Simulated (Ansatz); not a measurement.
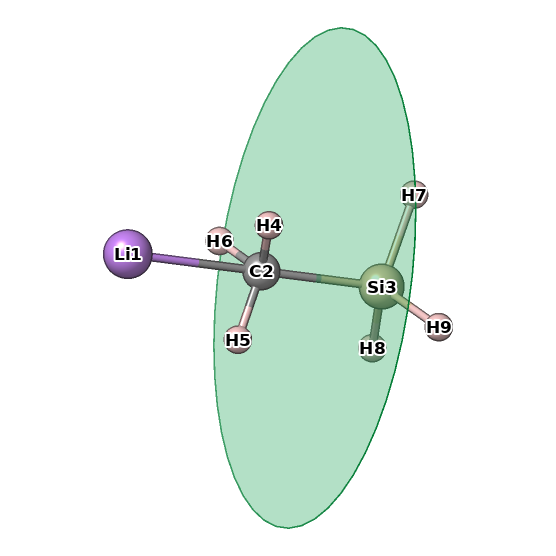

A disc through the centre of mass is drawn in. Atoms fade into the background with distance from the viewer. The species has charge +1 and is a spin singlet. The computed structure is the end point of a PBE0-D4/def2-TZVP optimisation.

### Is the plane of the disc a mirror plane of the structure?

No. The point group is C3v, with 1 C3 axis and 3 mirror planes, and this plane isn't one of its mirror planes.
